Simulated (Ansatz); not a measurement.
Bond stretch in BeH, doublet.

Computed with: FCI = full CI/cc-pVQZ, frozen core (Ansatz, a program for electronic structure); UCCSDT = CCSDT on UHF/cc-pVQZ, frozen core run with Ansatz; UCCSDT(Q) = CCSDT(Q) on UHF/cc-pVQZ, frozen core in Ansatz; ROMP2 = Ansatz with MP2 on ROHF/cc-pVQZ, frozen core.

Energies are in eV, each relative to the lowest point of its own curve near equilibrium.

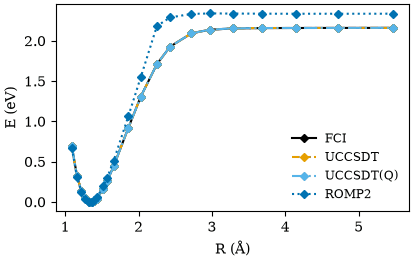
Energy against bond length for each method.

```
R / Å    FCI  UCCSDT  UCCSDT(Q)  ROMP2
-----  -----  ------  ---------  -----
1.09   0.688   0.688      0.688  0.669
1.16   0.323   0.323      0.323  0.307
1.22   0.134   0.134      0.134  0.122
1.27   0.045   0.045      0.045  0.037
1.33   0.001   0.001      0.001  0.000
1.36   0.000   0.000      0.000  0.003
1.39   0.011   0.011      0.011  0.019
1.43   0.042   0.042      0.042  0.056
1.52   0.164   0.164      0.164  0.195
1.57   0.254   0.254      0.254  0.297
1.66   0.444   0.444      0.444  0.511
1.86   0.919   0.919      0.919  1.063
2.03   1.308   1.308      1.308  1.551
2.25   1.712   1.712      1.712  2.184
2.43   1.928   1.928      1.928  2.290
2.72   2.093   2.093      2.093  2.334
2.97   2.138   2.138      2.138  2.340
3.29   2.154   2.154      2.154  2.338
3.68   2.158   2.158      2.158  2.337
4.14   2.159   2.159      2.159  2.336
4.72   2.160   2.160      2.160  2.336
5.47   2.160   2.161      2.161  2.336
```

The unrestricted determinant behind UCCSDT, UCCSDT(Q) is spin-contaminated at 2.03 to 5.47 Å (<S²> up to 1.0, against 0.75 for a pure doublet). The T1 diagnostic of CCSD on the restricted reference of ROMP2 exceeds 0.045 at 1.86 to 2.72 Å.
